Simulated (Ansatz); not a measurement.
**Run report: GeH$_{3}$ClO$_{2}$, molecular dynamics (part 5 of 5)**

Continued. System: GeH$_{3}$ClO$_{2}$. Method: RHF/def2-SVP (Ansatz 0.2.0). It belongs to a series of runs on one base structure; here: dynamics from the highest image of the converged band.

Geometry of the input (Å):
```
Ge -0.2499  0.0916  0.4248
H  0.8926  -0.0399  1.5855
O  1.6741  -0.0857  0.4599
H  2.1451  -0.8509  0.1419
Cl -0.7032  1.7411  -0.8850
O  -0.8445  -1.2834  -0.4847
H  -1.0372  -2.0677  0.0066
```

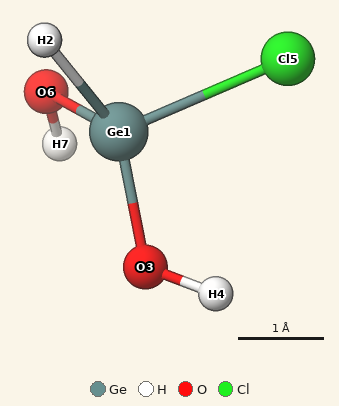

**Figure 1.** The geometry at step 176 of the log (ball-and-stick view, seen at a tilt; atoms are numbered from 1 in the order of the input).

**Trajectory as extended XYZ, continued**
```
7
Properties=species:S:1:pos:R:3:forces:R:3 step=152 time_fs=76.0 energy=-73085.16424 temperature=2363.1
Ge   -0.1999    0.0828    0.4142   -4.8213  -1.2090  -1.6037
H    -1.6581    0.4824    0.9056    1.6354  -0.5140   2.1081
O     1.4873   -0.1339    0.3129    0.8233   1.1426   0.5948
H     1.7188    0.6515   -0.1800    0.9252  -0.4019   0.1429
Cl   -0.6497    1.7804   -0.8443    0.8987   0.9243  -1.2941
O    -0.8523   -1.3983   -0.3032    0.2222   0.0388   0.2247
H    -0.4560   -2.2481   -0.2066    0.3165   0.0192  -0.1726
7
Properties=species:S:1:pos:R:3:forces:R:3 step=154 time_fs=77.0 energy=-73084.92257 temperature=1989.3
Ge   -0.1948    0.0826    0.4144   -5.0677  -1.7026  -1.9645
H    -1.6056    0.4662    0.8232    0.5322  -0.2354   2.7707
O     1.4661   -0.1294    0.3121    1.7837   1.3431   0.4725
H     1.6642    0.6828   -0.1588    1.1615  -0.5720   0.1601
Cl   -0.6484    1.7795   -0.8434    0.9676   1.1670  -1.4936
O    -0.8582   -1.4016   -0.2987    0.1220   0.3547   0.2539
H    -0.4412   -2.2383   -0.2518    0.5006  -0.3547  -0.1992
7
Properties=species:S:1:pos:R:3:forces:R:3 step=156 time_fs=78.0 energy=-73084.63336 temperature=1543.1
Ge   -0.1904    0.0822    0.4144   -5.0066  -2.2240  -2.3269
H    -1.5483    0.4478    0.7674   -0.8752   0.1380   3.3877
O     1.4460   -0.1242    0.3115    2.8140   1.4215   0.4036
H     1.6207    0.7087   -0.1361    1.3792  -0.6500   0.1289
Cl   -0.6467    1.7790   -0.8430    0.9984   1.3720  -1.6460
O    -0.8640   -1.4048   -0.2940    0.2437   0.1946   0.3095
H    -0.4218   -2.2315   -0.2989    0.4464  -0.2521  -0.2568
7
Properties=species:S:1:pos:R:3:forces:R:3 step=158 time_fs=79.0 energy=-73084.36509 temperature=1131.2
Ge   -0.1866    0.0815    0.4141   -4.9407  -2.6520  -2.6446
H    -1.4993    0.4308    0.7439   -2.2275   0.5094   3.8659
O     1.4275   -0.1180    0.3112    3.8821   1.3184   0.4027
H     1.5903    0.7285   -0.1122    1.5599  -0.5838   0.0394
Cl   -0.6448    1.7789   -0.8429    0.9883   1.4918  -1.7175
O    -0.8696   -1.4078   -0.2892    0.5948  -0.3438   0.3087
H    -0.3983   -2.2269   -0.3484    0.1431   0.2600  -0.2546
7
Properties=species:S:1:pos:R:3:forces:R:3 step=160 time_fs=80.0 energy=-73084.24896 temperature=954.2
Ge   -0.1834    0.0804    0.4134   -5.4781  -2.7962  -2.8200
H    -1.4712    0.4185    0.7573   -2.8574   0.6983   4.0691
O     1.4115   -0.1111    0.3112    4.9493   1.0565   0.4447
H     1.5749    0.7428   -0.0880    1.6769  -0.4007  -0.0780
Cl   -0.6427    1.7791   -0.8433    0.9412   1.4902  -1.6854
O    -0.8749   -1.4111   -0.2842    1.0126  -0.8803   0.2242
H    -0.3735   -2.2197   -0.4003   -0.2444   0.8322  -0.1547
7
Properties=species:S:1:pos:R:3:forces:R:3 step=162 time_fs=81.0 energy=-73084.38475 temperature=1162.6
Ge   -0.1811    0.0790    0.4123   -7.0028  -2.5466  -2.7175
H    -1.4697    0.4127    0.8093   -2.3036   0.5839   3.8506
O     1.3984   -0.1036    0.3114    5.9554   0.7368   0.4814
H     1.5754    0.7532   -0.0645    1.7018  -0.2010  -0.1688
Cl   -0.6402    1.7798   -0.8442    0.8633   1.3655  -1.5513
O    -0.8796   -1.4149   -0.2790    1.3097  -1.0945   0.1135
H    -0.3509   -2.2048   -0.4537   -0.5237   1.1560  -0.0079
7
Properties=species:S:1:pos:R:3:forces:R:3 step=164 time_fs=82.0 energy=-73084.71289 temperature=1666.1
Ge   -0.1796    0.0772    0.4109   -9.1081  -2.0124  -2.2737
H    -1.4897    0.4123    0.8980   -0.8701   0.2480   3.1725
O     1.3889   -0.0956    0.3119    6.8126   0.4963   0.4664
H     1.5922    0.7616   -0.0425    1.6096  -0.1131  -0.1823
Cl   -0.6376    1.7809   -0.8455    0.7598   1.1538  -1.3429
O    -0.8835   -1.4193   -0.2738    1.3787  -0.8873   0.0639
H    -0.3332   -2.1790   -0.5071   -0.5825   1.1148   0.0961
7
Properties=species:S:1:pos:R:3:forces:R:3 step=166 time_fs=83.0 energy=-73085.07498 temperature=2223.9
Ge   -0.1794    0.0752    0.4092  -10.9391  -1.4174  -1.5876
H    -1.5180    0.4143    1.0168    0.6931  -0.1179   2.1847
O     1.3835   -0.0873    0.3126    7.4202   0.4244   0.3855
H     1.6242    0.7688   -0.0222    1.3870  -0.2095  -0.1043
Cl   -0.6347    1.7822   -0.8472    0.6365   0.9068  -1.0998
O    -0.8866   -1.4242   -0.2686    1.2117  -0.3494   0.1372
H    -0.3210   -2.1428   -0.5597   -0.4095   0.7630   0.0842
7
Properties=species:S:1:pos:R:3:forces:R:3 step=168 time_fs=84.0 energy=-73085.36764 temperature=2676.9
Ge   -0.1806    0.0730    0.4073  -11.9192  -0.9109  -0.8352
H    -1.5399    0.4152    1.1564    1.8777  -0.3898   1.1165
O     1.3825   -0.0787    0.3136    7.6833   0.4935   0.2718
H     1.6695    0.7740   -0.0029    1.0519  -0.4425   0.0278
Cl   -0.6316    1.7838   -0.8492    0.5019   0.6655  -0.8561
O    -0.8889   -1.4294   -0.2632    0.9144   0.2902   0.3205
H    -0.3125   -2.0993   -0.6116   -0.1099   0.2940  -0.0454
7
Properties=species:S:1:pos:R:3:forces:R:3 step=170 time_fs=85.0 energy=-73085.58388 temperature=3012.6
Ge   -0.1834    0.0706    0.4053  -11.9349  -0.5274  -0.1388
H    -1.5441    0.4125    1.3068    2.5767  -0.5451   0.1308
O     1.3862   -0.0699    0.3148    7.5292   0.5786   0.1822
H     1.7249    0.7749    0.0166    0.6626  -0.6715   0.1502
Cl   -0.6285    1.7856   -0.8514    0.3651   0.4507  -0.6325
O    -0.8907   -1.4344   -0.2577    0.7024   0.7373   0.4854
H    -0.3052   -2.0529   -0.6639    0.0987  -0.0226  -0.1773
7
Properties=species:S:1:pos:R:3:forces:R:3 step=172 time_fs=86.0 energy=-73085.76141 temperature=3287.9
Ge   -0.1877    0.0682    0.4032  -11.1371  -0.2407   0.4634
H    -1.5239    0.4046    1.4586    2.8827  -0.6090  -0.7081
O     1.3944   -0.0607    0.3161    6.9287   0.5449   0.1589
H     1.7866    0.7694    0.0376    0.3022  -0.7573   0.2117
Cl   -0.6252    1.7875   -0.8538    0.2337   0.2674  -0.4380
O    -0.8920   -1.4389   -0.2518    0.7709   0.8192   0.4450
H    -0.2972   -2.0065   -0.7178    0.0188  -0.0247  -0.1328
7
Properties=species:S:1:pos:R:3:forces:R:3 step=174 time_fs=87.0 energy=-73085.92582 temperature=3542.3
Ge   -0.1935    0.0658    0.4012   -9.7579  -0.0123   0.9819
H    -1.4762    0.3909    1.6037    2.9173  -0.6126  -1.3971
O     1.4068   -0.0511    0.3174    5.9156   0.3223   0.2075
H     1.8512    0.7569    0.0606    0.0447  -0.6348   0.1964
Cl   -0.6218    1.7895   -0.8562    0.1117   0.1124  -0.2736
O    -0.8929   -1.4430   -0.2458    1.1033   0.6338   0.1325
H    -0.2891   -1.9602   -0.7729   -0.3346   0.1912   0.1524
7
Properties=species:S:1:pos:R:3:forces:R:3 step=176 time_fs=88.0 energy=-73086.08028 temperature=3781.3
Ge   -0.2007    0.0633    0.3994   -8.0243   0.1883   1.4409
H    -1.4007    0.3714    1.7354    2.7703  -0.5780  -1.9549
O     1.4227   -0.0414    0.3189    4.5966  -0.0645   0.2982
H     1.9164    0.7384    0.0853   -0.0797  -0.3387   0.1241
Cl   -0.6185    1.7915   -0.8588   -0.0002  -0.0209  -0.1356
O    -0.8931   -1.4467   -0.2396    1.4854   0.4265  -0.3191
H    -0.2842   -1.9121   -0.8264   -0.7481   0.3874   0.5465
7
Properties=species:S:1:pos:R:3:forces:R:3 step=178 time_fs=89.0 energy=-73086.22563 temperature=4006.3
Ge   -0.2089    0.0609    0.3977   -6.1245   0.3788   1.8587
H    -1.2988    0.3464    1.8486    2.4937  -0.5177  -2.3986
O     1.4414   -0.0318    0.3206    3.1494  -0.5003   0.3788
H     1.9808    0.7166    0.1113   -0.1108   0.0085   0.0381
Cl   -0.6151    1.7935   -0.8614   -0.1027  -0.1389  -0.0184
O    -0.8925   -1.4501   -0.2336    1.7025   0.3648  -0.7001
H    -0.2865   -1.8604   -0.8747   -1.0076   0.4048   0.8414
7
Properties=species:S:1:pos:R:3:forces:R:3 step=180 time_fs=90.0 energy=-73086.36490 temperature=4221.6
Ge   -0.2179    0.0585    0.3963   -4.1936   0.5644   2.2382
H    -1.1731    0.3164    1.9388    2.1113  -0.4372  -2.7319
O     1.4620   -0.0224    0.3225    1.7927  -0.8319   0.3991
H     2.0442    0.6949    0.1377   -0.1524   0.2524  -0.0180
Cl   -0.6117    1.7955   -0.8640   -0.1971  -0.2466   0.0835
O    -0.8908   -1.4533   -0.2281    1.6540   0.4744  -0.8551
H    -0.2982   -1.8050   -0.9151   -1.0150   0.2245   0.8842
7
Properties=species:S:1:pos:R:3:forces:R:3 step=182 time_fs=91.0 energy=-73086.49061 temperature=4415.6
Ge   -0.2274    0.0562    0.3951   -2.3133   0.7414   2.5594
H    -1.0272    0.2822    2.0029    1.6302  -0.3379  -2.9387
O     1.4837   -0.0135    0.3247    0.7035  -0.9684   0.3410
H     2.1061    0.6755    0.1639   -0.3014   0.3056  -0.0304
Cl   -0.6085    1.7974   -0.8666   -0.2845  -0.3475   0.1749
O    -0.8881   -1.4562   -0.2230    1.3540   0.6884  -0.7304
H    -0.3194   -1.7475   -0.9472   -0.7884  -0.0816   0.6242
7
Properties=species:S:1:pos:R:3:forces:R:3 step=184 time_fs=92.0 energy=-73086.58021 temperature=4553.8
Ge   -0.2373    0.0540    0.3943   -0.5246   0.9005   2.7753
H    -0.8658    0.2448    2.0391    1.0530  -0.2199  -2.9797
O     1.5058   -0.0052    0.3270   -0.0744  -0.9469   0.2257
H     2.1650    0.6589    0.1898   -0.5580   0.2116  -0.0221
Cl   -0.6052    1.7992   -0.8692   -0.3658  -0.4434   0.2596
O    -0.8846   -1.4587   -0.2184    0.9193   0.8964  -0.4074
H    -0.3482   -1.6907   -0.9736   -0.4495  -0.3983   0.1486
7
Properties=species:S:1:pos:R:3:forces:R:3 step=186 time_fs=93.0 energy=-73086.60895 temperature=4597.9
Ge   -0.2472    0.0520    0.3939    1.1480   1.0327   2.8130
H    -0.6944    0.2054    2.0468    0.3926  -0.0846  -2.7938
O     1.5279    0.0025    0.3295   -0.6305  -0.8886   0.0880
H     2.2185    0.6443    0.2155   -0.8167   0.0976  -0.0284
Cl   -0.6021    1.8008   -0.8716   -0.4413  -0.5349   0.3404
O    -0.8805   -1.4606   -0.2140    0.5438   0.9940  -0.1302
H    -0.3813   -1.6377   -0.9984   -0.1957  -0.6163  -0.2890
7
Properties=species:S:1:pos:R:3:forces:R:3 step=188 time_fs=94.0 energy=-73086.55646 temperature=4516.1
Ge   -0.2570    0.0500    0.3939    2.6656   1.1348   2.5901
H    -0.5192    0.1651    2.0280   -0.3114   0.0612  -2.3134
O     1.5496    0.0097    0.3320   -1.0961  -0.9022  -0.0518
H     2.2644    0.6308    0.2409   -0.9474   0.0763  -0.0680
Cl   -0.5991    1.8024   -0.8740   -0.5111  -0.6208   0.4187
O    -0.8761   -1.4620   -0.2098    0.3801   0.9495  -0.1902
H    -0.4165   -1.5906   -1.0258   -0.1796  -0.6988  -0.3855
7
Properties=species:S:1:pos:R:3:forces:R:3 step=190 time_fs=95.0 energy=-73086.39594 temperature=4267.2
Ge   -0.2665    0.0482    0.3942    3.9531   1.2150   2.0601
H    -0.3470    0.1254    1.9872   -0.9800   0.2020  -1.5073
O     1.5706    0.0164    0.3346   -1.5538  -1.0284  -0.1934
H     2.3012    0.6180    0.2657   -0.8776   0.1901  -0.1359
Cl   -0.5963    1.8038   -0.8763   -0.5745  -0.6994   0.4946
O    -0.8715   -1.4628   -0.2056    0.3986   0.8206  -0.6629
H    -0.4534   -1.5501   -1.0567   -0.3657  -0.6999  -0.0552
7
Properties=species:S:1:pos:R:3:forces:R:3 step=192 time_fs=96.0 energy=-73086.10574 temperature=3818.9
Ge   -0.2754    0.0466    0.3947    4.9112   1.2929   1.2843
H    -0.1841    0.0876    1.9322   -1.5098   0.3152  -0.4508
O     1.5907    0.0224    0.3369   -1.9932  -1.2324  -0.3450
H     2.3298    0.6071    0.2891   -0.6338   0.4032  -0.2123
Cl   -0.5936    1.8049   -0.8784   -0.6299  -0.7685   0.5656
O    -0.8667   -1.4631   -0.2019    0.4307   0.6812  -1.3224
H    -0.4939   -1.5162   -1.0879   -0.5753  -0.6917   0.4806
7
Properties=species:S:1:pos:R:3:forces:R:3 step=194 time_fs=97.0 energy=-73085.70912 temperature=3207.5
Ge   -0.2836    0.0451    0.3955    5.4834   1.3882   0.4775
H    -0.0355    0.0528    1.8728   -1.8323   0.3816   0.6271
O     1.6096    0.0277    0.3391   -2.3122  -1.4190  -0.5082
H     2.3524    0.6001    0.3105   -0.3450   0.6170  -0.2763
Cl   -0.5910    1.8059   -0.8804   -0.6748  -0.8262   0.6276
O    -0.8615   -1.4630   -0.1989    0.3449   0.5587  -1.8531
H    -0.5399   -1.4890   -1.1146   -0.6640  -0.7004   0.9055
7
Properties=species:S:1:pos:R:3:forces:R:3 step=196 time_fs=98.0 energy=-73085.28087 temperature=2547.1
Ge   -0.2912    0.0439    0.3962    5.7344   1.5026  -0.0724
H     0.0957    0.0217    1.8193   -1.9802   0.4021   1.4189
O     1.6271    0.0321    0.3410   -2.3828  -1.4775  -0.6654
H     2.3715    0.5989    0.3293   -0.1851   0.7147  -0.3181
Cl   -0.5887    1.8066   -0.8822   -0.7073  -0.8713   0.6753
O    -0.8562   -1.4625   -0.1971    0.1235   0.4429  -2.0501
H    -0.5920   -1.4685   -1.1329   -0.6026  -0.7135   1.0117
7
Properties=species:S:1:pos:R:3:forces:R:3 step=198 time_fs=99.0 energy=-73084.89763 temperature=1955.0
Ge   -0.2980    0.0428    0.3970    5.8321   1.6161  -0.2004
H     0.2080   -0.0057    1.7791   -2.0637   0.3987   1.7334
O     1.6432    0.0356    0.3425   -2.1740  -1.3577  -0.7836
H     2.3888    0.6045    0.3451   -0.2514   0.6385  -0.3424
Cl   -0.5865    1.8072   -0.8838   -0.7268  -0.9033   0.7055
O    -0.8508   -1.4618   -0.1965   -0.1707   0.3180  -1.8606
H    -0.6499   -1.4549   -1.1417   -0.4456  -0.7101   0.7482
7
Properties=species:S:1:pos:R:3:forces:R:3 step=200 time_fs=100.0 energy=-73084.59144 temperature=1481.2
Ge   -0.3040    0.0419    0.3978    5.9249   1.7044   0.0244
H     0.3004   -0.0292    1.7552   -2.1649   0.3956   1.6135
O     1.6580    0.0384    0.3435   -1.8138  -1.1153  -0.8364
H     2.4035    0.6160    0.3575   -0.4839   0.4369  -0.3581
Cl   -0.5846    1.8074   -0.8853   -0.7355  -0.9227   0.7191
O    -0.8455   -1.4609   -0.1970   -0.4437   0.1788  -1.3929
H    -0.7121   -1.4480   -1.1435   -0.2830  -0.6778   0.2303
```
